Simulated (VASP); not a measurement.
# Gd (Gadolinium) with LDA + U: from relaxation to properties, part 10 of 12

What structure does Gd (Gadolinium) take at this level, and what are its properties? The start is a cell from a database of measured crystal structures.

VASP 6.6.1, plane waves and PAW; the level of theory is named at each step.

Still holding for the runs below: The magnetic order is the lowest of the few collinear ones that converged above; longer or canted patterns were not tried. The k-mesh is coarse for a metal.

So far, moment of the cell, from the last line of the log (μB): step 2 (magnetic order: ferromagnetic) 15.5; step 8 (full relaxation (LDA + U)) 15.4; step 9 (second relaxation) 15.3. The relaxed cell has a = 3.503, c = 5.598 Å (conventional setting).

## Step 12: Density of states (LDA + U)

Level of this step: LDA, DFT+U (Gd f 5 eV), spin-polarised from a ferromagnetic start; plane waves and PAW (Gd) (VASP).

Here the states are counted by energy and projected on the atoms. The mesh is finer than in the run before.

INCAR

```
SYSTEM = Gd
PREC = Accurate
ENCUT = 450
EDIFF = 1E-06
NELM = 150
ISMEAR = -5
SIGMA = 0.2
LREAL = .FALSE.
ALGO = Normal
GGA = CA
NBANDS = 40
ISPIN = 2
MAGMOM = 7.115 7.115
LDAU = .TRUE.
LDAUTYPE = 2
LDAUL = 3
LDAUU = 5
LDAUJ = 0
LDAUPRINT = 1
LASPH = .TRUE.
LMAXMIX = 6
AMIX = 0.2
BMIX = 1E-04
AMIX_MAG = 0.8
BMIX_MAG = 1E-04
LORBIT = 11
LWAVE = .FALSE.
LCHARG = .FALSE.
KPAR = 4
NEDOS = 2001
```

POSCAR

```
Gd
1.0
    3.5030593686      0.0000000000      0.0000000000
   -1.7515296843      3.0337384041      0.0000000000
    0.0000000000      0.0000000000      5.5976249190
Gd
2
Direct
    0.3333333333      0.6666666667      0.2500000000
    0.6666666667      0.3333333333      0.7500000000
```

KPOINTS

```
Automatic mesh
0
Gamma
11 11 6
0 0 0
```

PAW data sets: Gd (PBE family, release 64).

Run with:

```console
$ mpirun -np 4 vasp_std
```

The program printed:

```text
[... set-up lines as in an earlier step ...]
 entering main loop
       N       E                     dE             d eps       ncg     rms          rms(c)
DAV:   1     0.251353129487E+03    0.25135E+03   -0.99324E+03 16088   0.399E+03
DAV:   2     0.360715222026E+02   -0.21528E+03   -0.18138E+03 15904   0.466E+02
DAV:   3    -0.413663002315E+01   -0.40208E+02   -0.38332E+02 15568   0.131E+02
DAV:   4    -0.123483211143E+02   -0.82117E+01   -0.81065E+01 19584   0.479E+01
DAV:   5    -0.136185906950E+02   -0.12703E+01   -0.12666E+01 19648   0.161E+01    0.546E+01
DAV:   6    -0.219679363408E+02   -0.83493E+01   -0.68026E+00 15672   0.824E+01    0.367E+01
DAV:   7    -0.226727730214E+02   -0.70484E+00   -0.18656E+00 18304   0.157E+01    0.449E+01
DAV:   8    -0.226928462086E+02   -0.20073E-01   -0.21625E-01 17560   0.196E+00    0.552E+01
DAV:   9    -0.226965390642E+02   -0.36929E-02   -0.34346E-02 17640   0.156E+00    0.322E+01
DAV:  10    -0.227016546798E+02   -0.51156E-02   -0.40362E-02 18240   0.103E+00    0.383E+00
DAV:  11    -0.227030523722E+02   -0.13977E-02   -0.86657E-03 17096   0.107E+00    0.436E+00
DAV:  12    -0.227024096757E+02    0.64270E-03   -0.16735E-03 18864   0.422E-01    0.391E+00
DAV:  13    -0.227020922021E+02    0.31747E-03   -0.14669E-03 19016   0.178E-01    0.775E-01
DAV:  14    -0.227020688759E+02    0.23326E-04   -0.19693E-04 18352   0.980E-02    0.802E-02
DAV:  15    -0.227020601811E+02    0.86949E-05   -0.23159E-05 19408   0.358E-02    0.282E-02
DAV:  16    -0.227020539140E+02    0.62671E-05   -0.86205E-07  9040   0.103E-02    0.480E-02
DAV:  17    -0.227020507502E+02    0.31638E-05   -0.12723E-06 11848   0.782E-03    0.239E-02
DAV:  18    -0.227020492282E+02    0.15220E-05   -0.20947E-07  7704   0.529E-03    0.103E-02
DAV:  19    -0.227020488884E+02    0.33973E-06   -0.18118E-07  7120   0.447E-03
   1 F= -.22702049E+02 E0= -.22702049E+02  d E =0.000000E+00  mag=    15.3842
 -----------------------------------------------------------------------------
|                                                                             |
|           W    W    AA    RRRRR   N    N  II  N    N   GGGG   !!!           |
|           W    W   A  A   R    R  NN   N  II  NN   N  G    G  !!!           |
|           W    W  A    A  R    R  N N  N  II  N N  N  G       !!!           |
|           W WW W  AAAAAA  RRRRR   N  N N  II  N  N N  G  GGG   !            |
|           WW  WW  A    A  R   R   N   NN  II  N   NN  G    G                |
|           W    W  A    A  R    R  N    N  II  N    N   GGGG   !!!           |
|                                                                             |
|     Tetrahedron method does not include variations of the Fermi             |
|     occupations, so forces and stress will be inaccurate. We suggest        |
|     using a different smearing scheme ISMEAR = 1 or 2 for metals in         |
|     relaxations.                                                            |
|                                                                             |
 -----------------------------------------------------------------------------
```

Elapsed: 31 s, on 4 MPI ranks of Intel Xeon 6975P-C (Granite Rapids), shared host; peak memory 1.2 GiB; 2 min of CPU time.

Parts of OUTCAR (step 12):

```text
   k-points           NKPTS =     64   k-points in BZ     NKDIM =     64   number of bands    NBANDS=     40

   NELECT =      36.0000    total number of electrons

atom =   1  type =  1  l = 3

 onsite density matrix

spin component  1

  0.9898 -0.0000 -0.0000  0.0000  0.0000  0.0000  0.0000
 -0.0000  0.9892  0.0000  0.0000  0.0000  0.0000  0.0000
 -0.0000  0.0000  0.9887 -0.0000 -0.0000  0.0000  0.0000
  0.0000  0.0000 -0.0000  0.9897  0.0000 -0.0000 -0.0000
  0.0000  0.0000 -0.0000  0.0000  0.9887 -0.0000 -0.0000
  0.0000  0.0000  0.0000 -0.0000 -0.0000  0.9892 -0.0000
  0.0000  0.0000  0.0000 -0.0000 -0.0000 -0.0000  0.9886

spin component  2

  0.0016 -0.0000 -0.0000 -0.0000  0.0000 -0.0000 -0.0000
 -0.0000  0.0019 -0.0000 -0.0000 -0.0000  0.0000 -0.0000
 -0.0000 -0.0000  0.0011  0.0000 -0.0000  0.0000  0.0000
 -0.0000 -0.0000  0.0000  0.0012  0.0000 -0.0000 -0.0000
  0.0000 -0.0000 -0.0000  0.0000  0.0011  0.0000 -0.0000
 -0.0000  0.0000  0.0000 -0.0000  0.0000  0.0019  0.0000
 -0.0000 -0.0000  0.0000 -0.0000 -0.0000  0.0000  0.0009

 occupancies and eigenvectors

  o =  0.0009  v =  0.0000  0.0000  0.0000  0.0000  0.0000  0.0000  0.0000 -0.0000 -0.0000  0.0000 -0.0000 -0.0000 -0.0000 -1.0000      0.0000  0.0000  0.0000  0.0000  0.0000  0.0000  0.0000  0.0000  0.0000  0.0000  0.0000  0.0000  0.0000  0.0000
  o =  0.0011  v =  0.0000  0.0000  0.0000  0.0000  0.0000  0.0000  0.0000 -0.0000  0.0000 -1.0000  0.0000 -0.0003  0.0000  0.0000      0.0000  0.0000  0.0000  0.0000  0.0000  0.0000  0.0000  0.0000  0.0000  0.0000  0.0000  0.0000  0.0000  0.0000
  o =  0.0011  v =  0.0000  0.0000  0.0000  0.0000  0.0000  0.0000  0.0000  0.0000  0.0000  0.0003 -0.0000 -1.0000  0.0000  0.0000      0.0000  0.0000  0.0000  0.0000  0.0000  0.0000  0.0000  0.0000  0.0000  0.0000  0.0000  0.0000  0.0000  0.0000
  o =  0.0012  v =  0.0000  0.0000  0.0000  0.0000  0.0000  0.0000  0.0000 -0.0000 -0.0000 -0.0000 -1.0000  0.0000 -0.0000  0.0000      0.0000  0.0000  0.0000  0.0000  0.0000  0.0000  0.0000  0.0000  0.0000  0.0000  0.0000  0.0000  0.0000  0.0000
  o =  0.0016  v =  0.0000  0.0000  0.0000  0.0000  0.0000  0.0000  0.0000  1.0000  0.0000 -0.0000 -0.0000  0.0000  0.0000 -0.0000      0.0000  0.0000  0.0000  0.0000  0.0000  0.0000  0.0000  0.0000  0.0000  0.0000  0.0000  0.0000  0.0000  0.0000
  o =  0.0019  v =  0.0000  0.0000  0.0000  0.0000  0.0000  0.0000  0.0000 -0.0000 -0.9984 -0.0000 -0.0000 -0.0000  0.0557  0.0000      0.0000  0.0000  0.0000  0.0000  0.0000  0.0000  0.0000  0.0000  0.0000  0.0000  0.0000  0.0000  0.0000  0.0000
  o =  0.0019  v =  0.0000  0.0000  0.0000  0.0000  0.0000  0.0000  0.0000  0.0000 -0.0557 -0.0000  0.0000 -0.0000 -0.9984  0.0000      0.0000  0.0000  0.0000  0.0000  0.0000  0.0000  0.0000  0.0000  0.0000  0.0000  0.0000  0.0000  0.0000  0.0000
  o =  0.9886  v = -0.0000  0.0000 -0.0000 -0.0000  0.0000 -0.0000  1.0000  0.0000  0.0000  0.0000  0.0000  0.0000  0.0000  0.0000      0.0000  0.0000  0.0000  0.0000  0.0000  0.0000  0.0000  0.0000  0.0000  0.0000  0.0000  0.0000  0.0000  0.0000
  o =  0.9887  v =  0.0000 -0.0000  1.0000  0.0000  0.0000 -0.0000  0.0000  0.0000  0.0000  0.0000  0.0000  0.0000  0.0000  0.0000      0.0000  0.0000  0.0000  0.0000  0.0000  0.0000  0.0000  0.0000  0.0000  0.0000  0.0000  0.0000  0.0000  0.0000
  o =  0.9887  v =  0.0000 -0.0000  0.0000 -0.0000 -1.0000  0.0000  0.0000  0.0000  0.0000  0.0000  0.0000  0.0000  0.0000  0.0000      0.0000  0.0000  0.0000  0.0000  0.0000  0.0000  0.0000  0.0000  0.0000  0.0000  0.0000  0.0000  0.0000  0.0000
  o =  0.9892  v =  0.0000 -0.3150 -0.0000 -0.0000 -0.0000 -0.9491  0.0000  0.0000  0.0000  0.0000  0.0000  0.0000  0.0000  0.0000      0.0000  0.0000  0.0000  0.0000  0.0000  0.0000  0.0000  0.0000  0.0000  0.0000  0.0000  0.0000  0.0000  0.0000
[...]
o =  0.0011  v =  0.0000  0.0000  0.0000  0.0000  0.0000  0.0000  0.0000  0.0000 -0.0000  0.0003  0.0000 -1.0000 -0.0000  0.0000      0.0000  0.0000  0.0000  0.0000  0.0000  0.0000  0.0000  0.0000  0.0000  0.0000  0.0000  0.0000  0.0000  0.0000
  o =  0.0012  v =  0.0000  0.0000  0.0000  0.0000  0.0000  0.0000  0.0000 -0.0000  0.0000  0.0000 -1.0000 -0.0000 -0.0000  0.0000      0.0000  0.0000  0.0000  0.0000  0.0000  0.0000  0.0000  0.0000  0.0000  0.0000  0.0000  0.0000  0.0000  0.0000
  o =  0.0016  v =  0.0000  0.0000  0.0000  0.0000  0.0000  0.0000  0.0000  1.0000 -0.0000 -0.0000 -0.0000 -0.0000  0.0000 -0.0000      0.0000  0.0000  0.0000  0.0000  0.0000  0.0000  0.0000  0.0000  0.0000  0.0000  0.0000  0.0000  0.0000  0.0000
  o =  0.0019  v =  0.0000  0.0000  0.0000  0.0000  0.0000  0.0000  0.0000  0.0000  0.0756 -0.0000  0.0000  0.0000 -0.9971  0.0000      0.0000  0.0000  0.0000  0.0000  0.0000  0.0000  0.0000  0.0000  0.0000  0.0000  0.0000  0.0000  0.0000  0.0000
  o =  0.0019  v =  0.0000  0.0000  0.0000  0.0000  0.0000  0.0000  0.0000 -0.0000 -0.9971 -0.0000  0.0000  0.0000 -0.0756 -0.0000      0.0000  0.0000  0.0000  0.0000  0.0000  0.0000  0.0000  0.0000  0.0000  0.0000  0.0000  0.0000  0.0000  0.0000
  o =  0.9886  v =  0.0000 -0.0000 -0.0000 -0.0000 -0.0000 -0.0000 -1.0000  0.0000  0.0000  0.0000  0.0000  0.0000  0.0000  0.0000      0.0000  0.0000  0.0000  0.0000  0.0000  0.0000  0.0000  0.0000  0.0000  0.0000  0.0000  0.0000  0.0000  0.0000
  o =  0.9887  v =  0.0000  0.0000  1.0000  0.0000  0.0000 -0.0000 -0.0000  0.0000  0.0000  0.0000  0.0000  0.0000  0.0000  0.0000      0.0000  0.0000  0.0000  0.0000  0.0000  0.0000  0.0000  0.0000  0.0000  0.0000  0.0000  0.0000  0.0000  0.0000
  o =  0.9887  v = -0.0000  0.0000 -0.0000 -0.0000  1.0000 -0.0000 -0.0000  0.0000  0.0000  0.0000  0.0000  0.0000  0.0000  0.0000      0.0000  0.0000  0.0000  0.0000  0.0000  0.0000  0.0000  0.0000  0.0000  0.0000  0.0000  0.0000  0.0000  0.0000
  o =  0.9892  v = -0.0000 -0.9547  0.0000 -0.0000  0.0000 -0.2976  0.0000  0.0000  0.0000  0.0000  0.0000  0.0000  0.0000  0.0000      0.0000  0.0000  0.0000  0.0000  0.0000  0.0000  0.0000  0.0000  0.0000  0.0000  0.0000  0.0000  0.0000  0.0000
  o =  0.9892  v = -0.0000  0.2976 -0.0000 -0.0000 -0.0000 -0.9547 -0.0000  0.0000  0.0000  0.0000  0.0000  0.0000  0.0000  0.0000      0.0000  0.0000  0.0000  0.0000  0.0000  0.0000  0.0000  0.0000  0.0000  0.0000  0.0000  0.0000  0.0000  0.0000
  o =  0.9897  v = -0.0000  0.0000  0.0000 -1.0000 -0.0000  0.0000  0.0000  0.0000  0.0000  0.0000  0.0000  0.0000  0.0000  0.0000      0.0000  0.0000  0.0000  0.0000  0.0000  0.0000  0.0000  0.0000  0.0000  0.0000  0.0000  0.0000  0.0000  0.0000
  o =  0.9898  v =  1.0000 -0.0000 -0.0000 -0.0000  0.0000 -0.0000  0.0000  0.0000  0.0000  0.0000  0.0000  0.0000  0.0000  0.0000      0.0000  0.0000  0.0000  0.0000  0.0000  0.0000  0.0000  0.0000  0.0000  0.0000  0.0000  0.0000  0.0000  0.0000

 E-fermi :   3.2387

 spin component 1
 k-point     1 :       0.0000    0.0000    0.0000
  band No.  band energies     occupation
    ...
     20      -3.9540      1.00000
     21      -3.9263      1.00000
     22      -3.9207      1.00000
     23      -1.9210      1.00000
     24       0.5801      1.00000
     25       4.5387      0.00000
     26       4.5387      0.00000
     27       4.6980      0.00000
     28       4.7934      0.00000
     29       5.2441      0.00000
    ...

 k-point     2 :       0.0909   -0.0000    0.0000
  band No.  band energies     occupation
    ...
     20      -3.9566      1.00000
     21      -3.9343      1.00000
     22      -3.9281      1.00000
     23      -1.6989      1.00000
     24       0.7969      1.00000
     25       4.0573     -0.00209
     26       4.4051      0.00000
     27       4.7567      0.00000
     28       4.9879      0.00000
     29       5.1079      0.00000
    ...

  Total        0.1647874      0.1647874      0.1721076      0.0000000      0.0000000      0.0000000
  in kB        4.4381812      4.4381812      4.6353347      0.0000000      0.0000000      0.0000000
  external PRESSURE =       4.5038991 kB  Pullay stress =       0.0000000 kB

  FREE ENERGIE OF THE ION-ELECTRON SYSTEM (eV)
  ---------------------------------------------------
  free  energy   TOTEN  =       -22.7020488884 eV

  energy  without entropy=      -22.7020488884  energy(sigma->0) =      -22.70204889

 magnetization (x)
# of ion       s       p       d       f       tot
--------------------------------------------------
    1        0.007  -0.031   0.236   6.909   7.121
    2        0.007  -0.031   0.236   6.909   7.121
--------------------------------------------------
tot          0.013  -0.063   0.473  13.818  14.241

[... 8 parts as in an earlier step ...]

[... 14 further parts left out ...]
```

With tetrahedra the forces and stress of a metal are not exact derivatives of the energy.

This step gave:

| Quantity | Value |
| --- | --- |
| SCF cycles | 19 |
| irreducible k-points | 64 |
| free energy (TOTEN) | -22.70 eV |
| Fermi energy | 3.239 eV |
| pressure | 0.4504 GPa |
| moment of the cell, from the last line of the log | 15.38 μB |
| DOS at the Fermi level | 1.994 states/eV/cell |

The density of states has structure finer than the step of the table below, so its rows give means over 2 eV, whole bins alone (the curve runs from -12.0 to 2.46 eV). Peaks (eV: height): total up -7.2: 116; Gd f up -7.2: 115.

States under -12.0 eV and over 2.5 eV are left out. Density of states against energy, zero at the Fermi level; means over each step; values in states/eV/cell:

```tsv
energy (eV)	total down	total up	Gd f up	Gd f down
-10	0	0	0	0
-8	0	6.98	6.89	0
-6	0	6.0e-4	0	0
-4	0.0508	0.142	0	0
-2	0.560	0.941	0.00270	0.00208
0	1.31	1.37	0.00856	0.0503
```

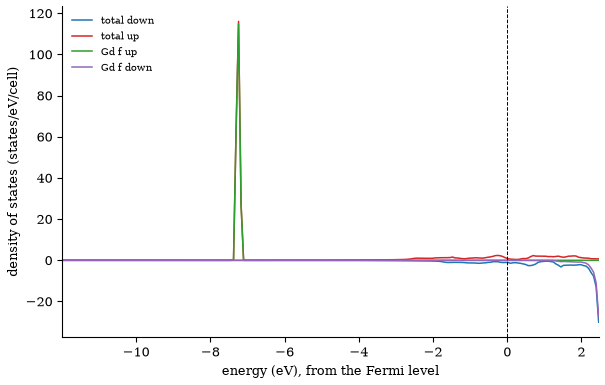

Density of states, plotted against energy. Down spins are drawn negative.

The finer mesh and the other smearing move the Fermi level by -0.02 eV from the 7×7×4 run, a small shift, which tests the Fermi level alone.

(Continued in part 11 of 12.)

[Lines on the potential files, build, host, timing and source positions are cut from VASP's logs without a mark.]

[Logs are printed without paths, hosts, clocks, repeated set-up lines and the standing remarks that a program may print on its own settings, such as how far it seeks lower states.]

[Hosts, paths, dates, database ids (printed as entryN), source tags and the programs' standing remarks are cut or masked in the printed files.]

[A measured line is paired with the nearest computed mode of its activity, which favours agreement.]

[In band tables of VASP the shares of atoms and orbitals are scaled to a sum of 1 inside the atoms' spheres.]
